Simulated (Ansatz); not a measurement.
## Bi (R-3m, 2 atoms in the cell): zone-centre modes under pressure

Wanted: Grüneisen parameters and pressure coefficients of the modes of Bi (R-3m, 2 atoms in the cell).

Main program and level: Ansatz 0.2.0; DFT LDA, scalar-relativistic, plane waves, PAW; PAW set soft_1.

**Measured values to reproduce.**

For Bi, rhombohedral (rhombohedral powder, earlier literature), “The Crystalline Structure of Thin Bismuth Layers Grown on Silicon (111) Substrates” (2022, pmc:9323643) quotes earlier work: Raman mode (Eg) 69 cm⁻¹ [literature value for powder, quoted for comparison]; Raman mode (A1g) 94.5 cm⁻¹ [literature value for powder, quoted for comparison; the paper's table prints 94].

Most raw output is cut from this account.

The database entry behind the starting cell lists a temperature near 78 K, so it need not match the best structure at ambient conditions.

## Step 1: The starting structure

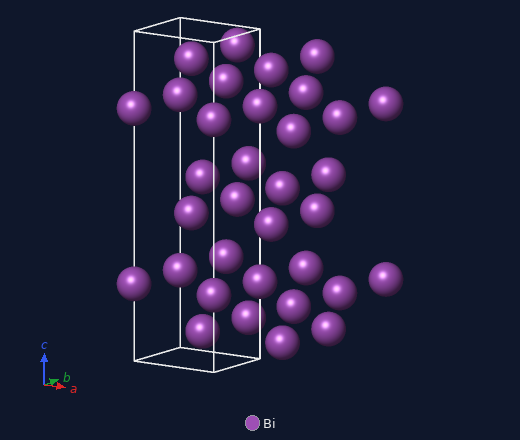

Start, viewed slightly off an axis; bismuth purple. 2×2×1 cells are drawn. This picture shows the conventional cell, with its axes. Some periodic images of atoms are drawn too.

## Step 2: Bringing the structure to rest

The cell and atoms are relaxed, since residual forces and stress would shift the frequencies.

Input file input.yaml:

```yaml
crystal:
  lattice:
    - [2.2675, 1.3091417354, 3.938]
    - [-2.2675, 1.3091417354, 3.938]
    - [0.0, -2.6182834708, 3.938]
  atoms:
    - { symbol: Bi, position: [0.234, 0.234, 0.234] }
    - { symbol: Bi, position: [0.766, 0.766, 0.766] }
kpoints:
  mp_grid: { grid: [12, 12, 12] }
hamiltonian:
  xc: lda
  pseudopotentials: { kind: paw, azcp: { folder: soft_1 }, xc_functional: pbe }
scf:
  occupations: { method: gaussian, width: 0.1 }
output:
  forces: true
  stress: true
  eigenvalues: true
relax:
  adjacent_minimum: "off"
  f_tol: 0.005
  max_steps: 80
  cell: { stress_tol: 0.05 }
```

Command:

```sh
> ansatz run input.yaml --threads 4 --pin off --max-ram 10240MiB --backend cpu --events-out ev --progress --plain --runs-dir out
```

It took 15 s on 4 threads of Arm Neoverse V2, shared host; peak memory 0.5 GiB; 60 s of CPU time.

Relaxation path:

| step | energy less that of the first step (eV) | largest force component (eV/Å) | pressure (GPa) | volume (Å³) |
| --- | --- | --- | --- | --- |
| 1 | 0.0000 | 0.0733 | -1.45 | 70.14 |
| 2 | -0.0133 | 0.1056 | 0.60 | 66.83 |
| 3 | -0.0163 | 0.0241 | -0.01 | 67.35 |
| 4 | -0.0175 | 0.0113 | 0.04 | 66.94 |
| 5 | -0.0176 | 0.0043 | 0.01 | 67.04 |
| 6* | -0.0173 | 0.0043 | 0.01 | 67.04 |

Relaxation steps marked * repeat the geometry before them on a plane-wave basis chosen anew for their cell, so energy and pressure can jump there.

Forces are held to the 12 operations that the run works with; a distortion that breaks them can't arise in this run.

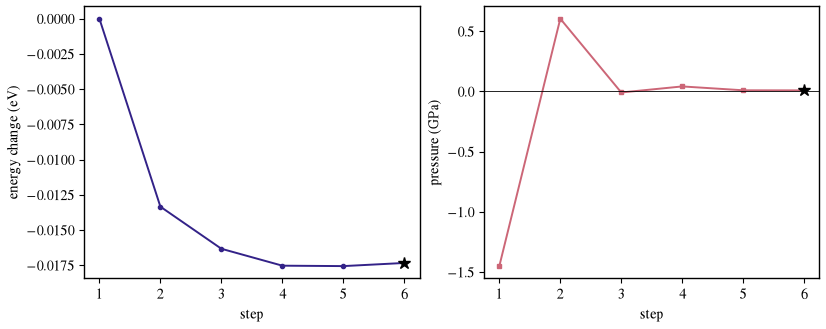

Energy and pressure along the relaxation. Stars mark steps on a basis chosen anew.

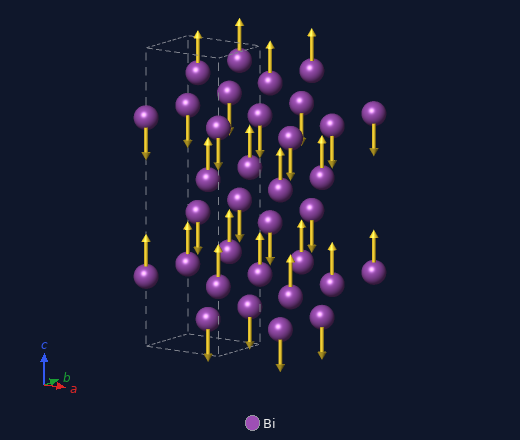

Displacements in the relaxation, exaggerated, measured against the changing cell; the longest in the cell stands for 0.04 Å. 2×2×1 conventional cells are drawn. Some periodic images of atoms are drawn too.

| conventional cell, symmetrised | before | after | change |
| --- | --- | --- | --- |
| a (Å) | 4.535 | 4.494 | -0.9 % |
| b (Å) | 4.535 | 4.494 | -0.9 % |
| c (Å) | 11.814 | 11.497 | -2.7 % |
| volume (Å³/atom) | 35.07 | 33.52 | -4.4 % |

The atoms that moved most (Å, as changes of fractional coordinates times the final cell):

| atom | dx | dy | dz | length |
| --- | --- | --- | --- | --- |
| Bi1 | 0.000 | 0.000 | 0.036 | 0.036 |
| Bi2 | 0.000 | 0.000 | -0.036 | 0.036 |

Final coordinates:

```
Bi
1.0
     2.24722    1.29743    3.83227
    -2.24722    1.29743    3.83227
     0.00000   -2.59487    3.83227
Bi
2
Direct
  0.23715 0.23715 0.23715
  0.76285 0.76285 0.76285
```

Numbers from this step:

```yaml
pressure: 0.009149 GPa
volume_per_atom: 33.52 Å³
gap_on_the_k_mesh: 0 eV
```

In this step the volume went from 35.07 to 33.52 Å³/atom.

## Step 3: Tight relaxation

Phonons need small forces and stress, so the relaxation is finished with tight tolerances on 12×12×12 k points.

input.yaml, the sections that differ from step 2:

```yaml
crystal:
  lattice:
    - [2.2472197479, 1.2974329264, 3.8322675127]
    - [-2.2472197479, 1.2974329264, 3.8322675127]
    - [0.0, -2.5948658527, 3.8322675127]
  atoms:
    - { symbol: Bi, position: [0.2371546, 0.2371546, 0.2371546] }
    - { symbol: Bi, position: [0.7628454, 0.7628454, 0.7628454] }
scf:
  occupations: { method: methfessel_paxton, width: 0.2 }
relax:
  adjacent_minimum: "off"
  f_tol: 0.001
  max_steps: 60
  cell: { stress_tol: 0.01 }
# kpoints, hamiltonian, output: as in step 2
```

Wall time 12 s (4 threads); peak memory 0.49 GiB.

Little changed from the start: no atom moved by 0.005 Å and no cell edge by 0.1 %.

Numbers from this step:

| Quantity | Value |
| --- | --- |
| pressure | 0.001474 GPa |

The largest force component left is 0.17 meV/Å and the pressure is 0.001 GPa, within the tolerances set. The cell now holds 33.52 Å³/atom.

## Step 4: Zone-centre response at rest

Phonons follow from the second derivative of the energy, found here by linear response.

The modes at rest are the reference of the series.

input.yaml, the sections that differ from step 3:

```yaml
crystal:
  lattice:
    - [2.2469292075, 1.2972651828, 3.8335573853]
    - [-2.2469292075, 1.2972651828, 3.8335573853]
    - [0.0, -2.5945303656, 3.8335573853]
  atoms:
    - { symbol: Bi, position: [0.2371620086, 0.2371620086, 0.2371620086] }
    - { symbol: Bi, position: [0.7628379914, 0.7628379914, 0.7628379914] }
output:
  eigenvalues: true
phonons:
  method: dfpt
# kpoints, hamiltonian, scf: as in step 3
# relax: removed
```

Wall time 31 s (4 threads); peak memory 1.7 GiB.

Numbers from this step:

* sum-rule residual before enforcement: 2.54e-4 eV/Å²
* point group: -3m
* highest optical mode at the zone centre (no LO-TO term): 99.58 cm⁻¹
* lowest optical zone-centre mode: 64.24 cm⁻¹

Patterns of degenerate modes are one choice out of their space. Modes at Γ:

| mode | frequency (cm⁻¹) | symmetry |
| --- | --- | --- |
| 1 | 0.0 | acoustic |
| 2 | 0.0 | acoustic |
| 3 | 0.0 | acoustic |
| 4 | 64.2 | Eg |
| 5 | 64.2 | Eg |
| 6 | 99.6 | A1g |

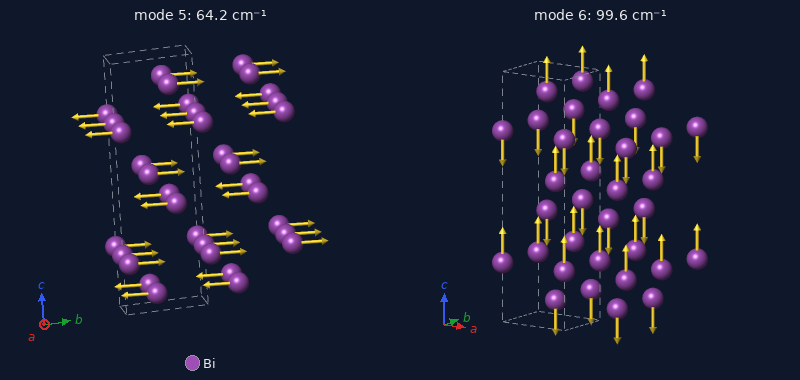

Displacement patterns of modes 5 and 6 at Γ; arrows are exaggerated. 2×2×1 conventional cells are drawn. Some periodic images of atoms are drawn too.

Before it was imposed, the acoustic sum rule was missed by 2.5e-4 eV/Å². Small misses are needed for a sound result but don't prove that mesh and cutoff are converged. The lowest optical mode is real, 64.2 cm⁻¹.

## Step 5: A member of the series: 1.06 times the volume at rest

The cell is set to 1.06 times the volume at rest, and shape and atoms relax at that volume.

input.yaml, the sections that differ from step 4:

```yaml
crystal:
  lattice:
    - [2.2783184074, 1.3153877458, 3.9523716471]
    - [-2.2783184074, 1.3153877458, 3.9523716471]
    - [0.0, -2.6307754916, 3.9523716471]
  atoms:
    - { symbol: Bi, position: [0.235082743, 0.235082743, 0.235082743] }
    - { symbol: Bi, position: [0.764917257, 0.764917257, 0.764917257] }
output:
  forces: true
  stress: true
  eigenvalues: true
relax:
  adjacent_minimum: "off"
  f_tol: 0.001
  max_steps: 60
  cell: { stress_tol: 0.01, fix: [volume] }
# kpoints, hamiltonian, scf: as in step 4
# phonons: removed
```

Run time: 14 s. Hardware: 4 threads; peak memory 0.5 GiB.

The steps of the relaxation:

| step | energy less that of the first step (eV) | largest force component (eV/Å) | pressure (GPa) | volume (Å³) |
| --- | --- | --- | --- | --- |
| 1 | 0.0000 | 0.0788 | -2.29 | 71.07 |
| 2 | -0.0009 | 0.0180 | -2.03 | 71.07 |
| 3 | -0.0011 | 0.0017 | -2.03 | 71.07 |
| 4 | -0.0012 | 0.0009 | -2.00 | 71.07 |
| 5* | -0.0012 | 0.0010 | -2.00 | 71.07 |

Relaxation steps marked * repeat the geometry before them on a plane-wave basis chosen anew for their cell, so energy and pressure can jump there.

Forces are held to the 12 operations that the run works with; a distortion that breaks them can't arise in this run.

| conventional cell, symmetrised | before | after | change |
| --- | --- | --- | --- |
| a (Å) | 4.557 | 4.542 | -0.3 % |
| b (Å) | 4.557 | 4.542 | -0.3 % |
| c (Å) | 11.857 | 11.933 | +0.6 % |
| volume (Å³/atom) | 35.53 | 35.53 | -0.0 % |

The atoms that moved most (Å, as changes of fractional coordinates times the final cell):

| atom | dx | dy | dz | length |
| --- | --- | --- | --- | --- |
| Bi1 | 0.000 | 0.000 | -0.013 | 0.013 |
| Bi2 | 0.000 | 0.000 | 0.013 | 0.013 |

Final coordinates:

```
Bi
1.0
     2.27108    1.31121    3.97759
    -2.27108    1.31121    3.97759
     0.00000   -2.62242    3.97759
Bi
2
Direct
  0.23402 0.23402 0.23402
  0.76598 0.76598 0.76598
```

Numbers from this step:

| Quantity | Value |
| --- | --- |
| pressure | -2.002 GPa |
| volume per atom | 35.53 Å³ |

The largest force component left is 0.95 meV/Å, at a pressure of -2.00 GPa.

## Step 6: Zone-centre modes of the member: 1.06 times the volume at rest

The zone-centre modes follow for 1.06 times the volume at rest.

input.yaml, the sections that differ from step 5:

```yaml
crystal:
  lattice:
    - [2.2710836626, 1.3112107639, 3.9775930388]
    - [-2.2710836626, 1.3112107639, 3.9775930388]
    - [0.0, -2.6224215279, 3.9775930388]
  atoms:
    - { symbol: Bi, position: [0.2340158487, 0.2340158487, 0.2340158487] }
    - { symbol: Bi, position: [0.7659841513, 0.7659841513, 0.7659841513] }
output:
  eigenvalues: true
phonons:
  method: dfpt
# kpoints, hamiltonian, scf: as in step 5
# relax: removed
```

Wall time 32 s (4 threads); peak memory 1.8 GiB.

This step gave:

| Item | Value |
| --- | --- |
| sum-rule residual before enforcement | 3.27e-4 eV/Å² |
| highest optical mode at the zone centre (no LO-TO term) | 101.3 cm⁻¹ |
| lowest optical zone-centre mode | 70.2 cm⁻¹ |

Patterns of degenerate modes are one choice out of their space. Modes at Γ:

| mode | frequency (cm⁻¹) | symmetry |
| --- | --- | --- |
| 1 | 0.0 | acoustic |
| 2 | 0.0 | acoustic |
| 3 | 0.0 | acoustic |
| 4 | 70.2 | Eg |
| 5 | 70.2 | Eg |
| 6 | 101.3 | A1g |

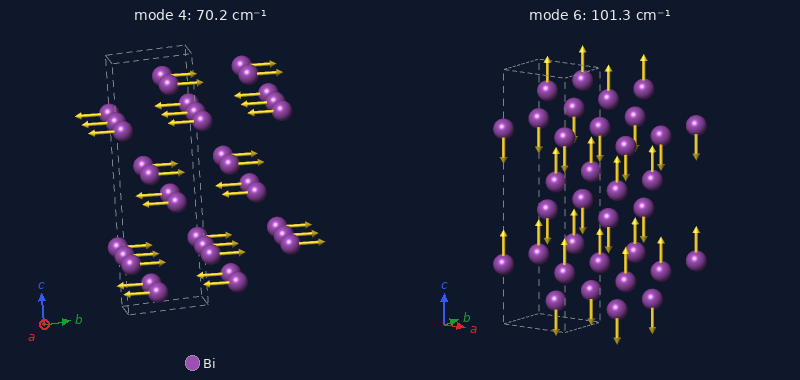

Displacement patterns of modes 4 and 6 at Γ; arrows are exaggerated. 2×2×1 conventional cells are drawn. Some periodic images of atoms are drawn too.

The lowest optical mode is real, 70.2 cm⁻¹, and the highest lies at 101.3 cm⁻¹.

## Step 7: A member of the series: 0.9 times the volume at rest

The cell is set to 0.9 times the volume at rest, and shape and atoms relax at that volume.

input.yaml, the sections that differ from step 6:

```yaml
crystal:
  lattice:
    - [2.1868736132, 1.2625920693, 3.642301465]
    - [-2.1868736132, 1.2625920693, 3.642301465]
    - [0.0, -2.5251841385, 3.642301465]
  atoms:
    - { symbol: Bi, position: [0.241060623, 0.241060623, 0.241060623] }
    - { symbol: Bi, position: [0.758939377, 0.758939377, 0.758939377] }
output:
  forces: true
  stress: true
  eigenvalues: true
relax:
  adjacent_minimum: "off"
  f_tol: 0.001
  max_steps: 60
  cell: { stress_tol: 0.01, fix: [volume] }
# kpoints, hamiltonian, scf: as in step 6
# phonons: removed
```

Elapsed: 11 s, on 4 threads; peak memory 0.47 GiB; 43 s of CPU time.

The steps of the relaxation:

| step | energy less that of the first step (eV) | largest force component (eV/Å) | pressure (GPa) | volume (Å³) |
| --- | --- | --- | --- | --- |
| 1 | 0.0000 | 0.0707 | 6.31 | 60.34 |
| 2 | -0.0007 | 0.0073 | 6.11 | 60.34 |
| 3 | -0.0008 | 0.0010 | 6.12 | 60.34 |
| 4 | -0.0008 | 0.0036 | 6.11 | 60.34 |
| 5 | -0.0008 | 0.0002 | 6.12 | 60.34 |
| 6* | -0.0008 | 0.0002 | 6.12 | 60.34 |

Relaxation steps marked * repeat the geometry before them on a plane-wave basis chosen anew for their cell, so energy and pressure can jump there.

The run keeps the 12 symmetry operations that it works with, so distortions that break them were not tested.

| conventional cell, symmetrised | before | after | change |
| --- | --- | --- | --- |
| a (Å) | 4.374 | 4.380 | +0.1 % |
| b (Å) | 4.374 | 4.380 | +0.1 % |
| c (Å) | 10.927 | 10.895 | -0.3 % |
| volume (Å³/atom) | 30.17 | 30.17 | +0.0 % |

The atoms that moved most (Å, as changes of fractional coordinates times the final cell):

| atom | dx | dy | dz | length |
| --- | --- | --- | --- | --- |
| Bi1 | 0.000 | 0.000 | 0.011 | 0.011 |
| Bi2 | 0.000 | 0.000 | -0.011 | 0.011 |

Final coordinates:

```
Bi
1.0
     2.19003    1.26441    3.63182
    -2.19003    1.26441    3.63182
     0.00000   -2.52883    3.63182
Bi
2
Direct
  0.24206 0.24206 0.24206
  0.75794 0.75794 0.75794
```

This step gave:

```
pressure        : 6.117 GPa
volume per atom : 30.17 Å³
```

The largest force component left is 0.20 meV/Å, at a pressure of 6.12 GPa.

## Step 8: Zone-centre modes of the member: 0.9 times the volume at rest

The zone-centre modes follow for 0.9 times the volume at rest.

input.yaml, the sections that differ from step 7:

```yaml
crystal:
  lattice:
    - [2.1900271079, 1.2644127403, 3.6318196687]
    - [-2.1900271079, 1.2644127403, 3.6318196687]
    - [0.0, -2.5288254806, 3.6318196688]
  atoms:
    - { symbol: Bi, position: [0.2420589673, 0.2420589673, 0.2420589673] }
    - { symbol: Bi, position: [0.7579410327, 0.7579410327, 0.7579410327] }
output:
  eigenvalues: true
phonons:
  method: dfpt
# kpoints, hamiltonian, scf: as in step 7
# relax: removed
```

The job ended after 26 s (4 threads; peak memory 1.6 GiB).

Numbers from this step:

| Quantity | Value |
| --- | --- |
| highest optical mode at the zone centre (no LO-TO term) | 89.02 cm⁻¹ |
| lowest optical zone-centre mode | 47.4 cm⁻¹ |

Patterns of degenerate modes are one choice out of their space. Modes at Γ:

| mode | frequency (cm⁻¹) | symmetry |
| --- | --- | --- |
| 1 | 0.0 | acoustic |
| 2 | 0.0 | acoustic |
| 3 | 0.0 | acoustic |
| 4 | 47.4 | Eg |
| 5 | 47.4 | Eg |
| 6 | 89.0 | A1g |

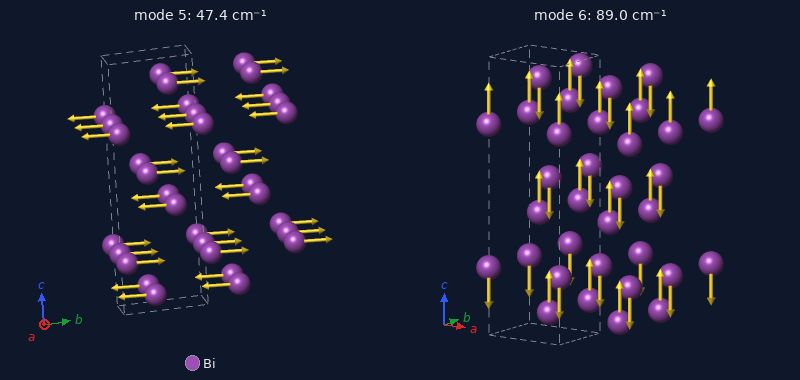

Displacement patterns of modes 5 and 6 at Γ; arrows are exaggerated. 2×2×1 conventional cells are drawn. Some periodic images of atoms are drawn too.

The lowest optical mode is real, 47.4 cm⁻¹, and the highest lies at 89.0 cm⁻¹.

For the highest optical mode at the zone centre (no LO-TO term), step 4 gave 99.6 cm⁻¹; this run, with volume ratio 0.9, gives 89.0 cm⁻¹ (-11 %).

## Step 9: The series together

The members are set side by side, also those not shown above.

Each row is one cell with its response, relaxed at fixed volume as far as symmetry leaves anything free; energies are extrapolated to zero smearing, and E0 is that at rest; shape and atoms are relaxed in each cell where symmetry leaves them free; all runs use 12×12×12 k points and Methfessel-Paxton smearing of 0.2 eV. State of the crystal along the series:

| volume ratio | V (Å³/atom) | pressure (GPa) | E - E0 (meV/atom) | first cell vector (Å) | third cell vector (Å) |
| --- | --- | --- | --- | --- | --- |
| 0.9 | 30.17 | 6.117 | 56.88 | 4.426 | 4.426 |
| 0.92 | 30.84 | 4.553 | 34.61 | 4.465 | 4.465 |
| 0.94 | 31.51 | 3.175 | 18.5 | 4.505 | 4.505 |
| 0.96 | 32.18 | 1.967 | 7.807 | 4.545 | 4.545 |
| 0.98 | 32.85 | 0.9162 | 1.851 | 4.587 | 4.587 |
| 0.99 | 33.19 | 0.4391 | 0.4493 | 4.608 | 4.608 |
| 1 | 33.52 | 0.001474 | 0 | 4.629 | 4.629 |
| 1.02 | 34.19 | -0.7796 | 1.682 | 4.673 | 4.673 |
| 1.04 | 34.86 | -1.442 | 6.374 | 4.718 | 4.718 |
| 1.06 | 35.53 | -2.002 | 13.61 | 4.764 | 4.764 |

Each mode is tracked from rest by its pattern, and modes that stay within 0.3 cm⁻¹ of each other stand once; shape and atoms are relaxed in each cell where symmetry leaves them free; all runs use 12×12×12 k points and Methfessel-Paxton smearing of 0.2 eV. Optical modes along the series:

| V (Å³/atom) | mode 4 Eg (cm⁻¹) | mode 6 A1g (cm⁻¹) |
| --- | --- | --- |
| 30.17 | 47.4 | 89.02 |
| 30.84 | 53.19 | 93.39 |
| 31.51 | 57.55 | 96.23 |
| 32.18 | 60.5 | 98.05 |
| 32.85 | 62.65 | 99.13 |
| 33.19 | 63.36 | 99.34 |
| 33.52 | 64.24 | 99.58 |
| 34.19 | 65.99 | 100 |
| 34.86 | 67.98 | 100.6 |
| 35.53 | 70.2 | 101.3 |

From cubic fits (parabolas where under five rows exist) of ln ω and P against ln V through the rows within about 4 % of rest: γ = −d ln ω / d ln V and dω/dP = γ ω / B. Slopes at rest:

| mode | fitted frequency at rest (cm⁻¹) | Grüneisen parameter γ | dω/dP (cm⁻¹/GPa) |
| --- | --- | --- | --- |
| mode 4 Eg | 64.3 | -1.27 | -1.93 |
| mode 6 A1g | 99.6 | -0.19 | -0.45 |

## Step 10: What came out

| Property | Result |
| --- | --- |
| members | 10 |
| highest optical mode at the zone centre (no LO-TO term), at rest | 99.58 cm⁻¹ |
| bulk modulus at rest | 42.3 GPa |
| mode 4 Eg, γ | -1.27 |
| mode 6 A1g, γ | -0.19 |

The series spans -2.0 to 6.1 GPa, and the slope at rest gives a bulk modulus of 42 GPa. Among the modes in the table of slopes γ runs from -1.27 (mode 4 Eg) to -0.19 (mode 6 A1g). A negative γ means that the mode softens under pressure. One k mesh and one cutoff serve the ground states and modes of all volumes. These are harmonic frequencies at zero temperature: anharmonic shifts, linewidths and thermal expansion are left out. Spin-orbit coupling is left out, which can matter for the heavy elements here. With no gap, or one that is small against the smearing, the frequencies hang on the k mesh and the smearing, most of all near Kohn anomalies. The PAW files were made for PBE; the program adapts parts of them to the functional of the run, but their partial waves stay those of PBE, an approximation that was not tested in this session. Only the zone centre was solved, so an instability at another wavevector cannot show here.

Computed beside measured:

| quantity | measured | LDA, PAW; PAW set soft_1 |
| --- | --- | --- |
| Raman mode, Eg (cm⁻¹) | 69 | 64 (-6.9 %) |
| Raman mode, A1g (cm⁻¹) | 94.5 | 100 (+5.4 %) |

Measured values from pmc:9323643 (2022).

**Verdict.** The Raman mode is off by -6.9 %: fair agreement. The Raman mode is off by +5.4 %: fair agreement. The grades are ours: good and fair within 3 and 7 % for the Raman mode. For Raman mode the calculation has a static lattice, without zero-point motion or thermal expansion.

[Logs are printed without paths, hosts, clocks, repeated set-up lines and the standing remarks that a program may print on its own settings, such as how far it seeks lower states.]

[Hosts, paths, dates, database ids (printed as entryN), source tags and the programs' standing remarks are cut or masked in the printed files.]
